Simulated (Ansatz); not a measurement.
GeH2Cl2O (SMILES [OH][GeH]([Cl])[Cl]): the electronic atomisation energy, rung by rung

GeH2Cl2O has 6 atoms, charge 0, and is taken as a singlet. As SMILES, `[OH][GeH]([Cl])[Cl]`. The coordinates come from a PBE0-D4/def2-TZVP relaxation. This is one conformer, not always the lowest.

Quantity: the electronic atomisation energy, in eV. The values are calculated. Electronic energies at fixed atoms, without zero-point motion or spin-orbit coupling.

| level | kind | program | value (eV) | less CCSD(T)/cc-pVDZ | CPU time (all runs) |
| --- | --- | --- | --- | --- | --- |
| HF/cc-pVDZ | Hartree–Fock | Ansatz | 12.63 | -4.58 | 2.4 s |
| SVWN5/cc-pVDZ | LDA | Ansatz | 21.87 | +4.66 | 3.3 s |
| BLYP/cc-pVDZ | GGA | Ansatz | 18.00 | +0.79 | 5.1 s |
| PBE0/cc-pVDZ | global hybrid | Ansatz | 18.34 | +1.13 | 4.9 s |
| wB97M-V/cc-pVDZ | range-separated hybrid | Ansatz | 18.75 | +1.54 | 33 s |
| B2PLYP/cc-pVDZ | double hybrid | Ansatz | 17.92 | +0.71 | 7.3 s |
| RPA@PBE0/cc-pVDZ | RPA | Ansatz | 16.59 | -0.62 | 7.3 s |
| MP2/cc-pVDZ | perturbation theory | Ansatz | 17.79 | +0.58 | 2.7 s |
| CCSD(T)/cc-pVDZ | coupled cluster or CI | Ansatz | 17.21 | 0.00 | 9.8 s |

Differences are taken from CCSD(T)/cc-pVDZ for orientation; it has basis-set and higher-order errors of its own. All-electron rows without a relativistic Hamiltonian named are non-relativistic. The values span 12.63 to 21.87 eV. In the correlated wave-function rows the outer d shell of Ge is correlated, in sets not made for it. CPU times are rough (shared hosts, several kinds of processor): they show what a rung costs within a factor of a few.

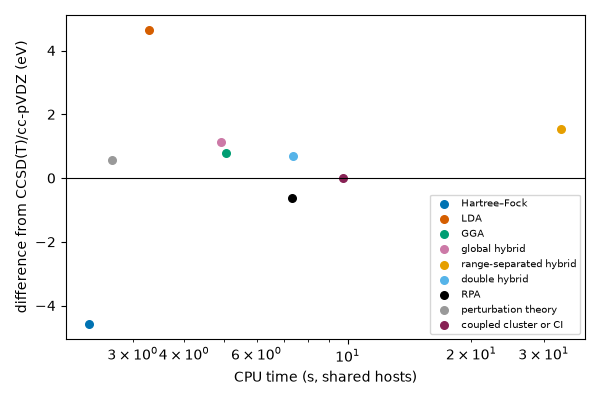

Difference from CCSD(T)/cc-pVDZ against processor time, one point a level.
